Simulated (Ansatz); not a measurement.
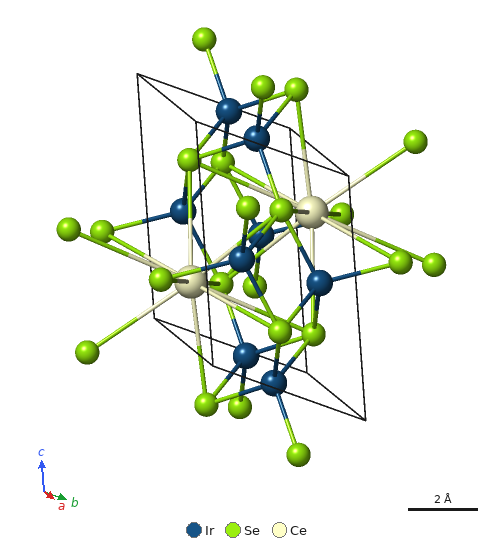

A ball-and-stick rendering, viewed slightly off an axis. The box is the simulation cell; atoms on or close to its faces, edges and corners are drawn wherever they repeat. Some neighbours outside the box are added.

```yaml
crystal:
  lattice:
    - [0.00000, 5.45634, 3.50162]
    - [0.00000, -5.45634, 3.50162]
    - [6.19285, 0.00000, -3.50162]
  atoms:
    - { symbol: Ir, position: [0.74566, 0.49566, 0.99132] }
    - { symbol: Ir, position: [0.00434, 0.75434, 0.50868] }
    - { symbol: Ir, position: [0.25434, 0.50434, 0.00868] }
    - { symbol: Ir, position: [0.99566, 0.24566, 0.49132] }
    - { symbol: Se, position: [0.69700, 0.80300, 0.25000] }
    - { symbol: Se, position: [0.05300, 0.44700, 0.25000] }
    - { symbol: Se, position: [0.30300, 0.19700, 0.75000] }
    - { symbol: Se, position: [0.94700, 0.55300, 0.75000] }
    - { symbol: Ce, position: [0.37500, 0.12500, 0.25000] }
    - { symbol: Ce, position: [0.62500, 0.87500, 0.75000] }
```

Results below were computed with DFT, PAW plane waves, PBE (Ansatz); the settings were plane waves up to 420 eV, a 4×4×3 mesh of k-points, Fermi-Dirac smearing of 0.1 eV, no spin polarisation (a spin-restricted run, not always the ground state).

> Give the Bader charge of each element.

Ce +1.54 e; Ir -0.44 e; Se -0.33 e.

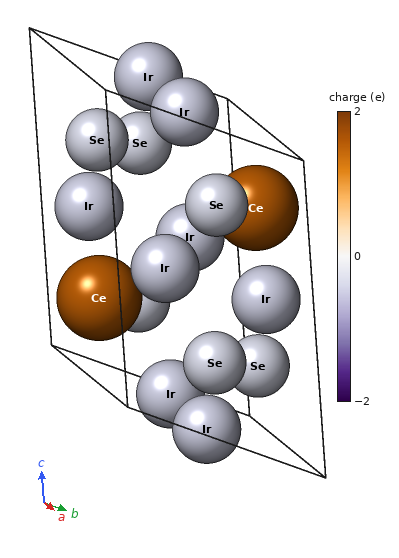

The atoms coloured by those charges.

Note that this is a generated cell, made by putting these elements into a known structure type (the compound may or may not exist in this form), and that it hasn't been relaxed. It was the input of a calculation with Ansatz.

At this level of theory the cell isn't at rest (stretched, at -5 GPa), so its distances can differ from those at equilibrium, the more so the softer the solid.
